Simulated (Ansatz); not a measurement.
Base system: KTaO$_{3}$ in the cubic perovskite structure (space group Pm-3m, No. 221; a = 3.985 Å). Axes: x, y, z lie along the cube axes.

The change: biaxial strain −2.50 %, plane normal [111], relaxed out of plane (Cartesian); in-plane vectors clamped, the third vector and the atoms free.

All numbers come from Ansatz (a first-principles code) PBEsol, no spin-orbit coupling.

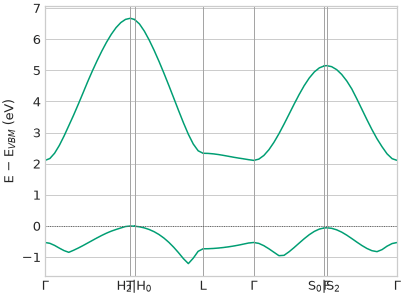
Fig. 1. Highest valence and lowest conduction band along the path of the changed cell's own zone

### Question
From the figure, how large is the changed gap, and is it direct?

### Answer
About 2.1 eV, indirect, T → Γ.

With Ta present, leaving out spin-orbit coupling can change the band edges. Whether these cells are dynamically stable was not tested. Labels are those of the standard path for the cell's own space group.
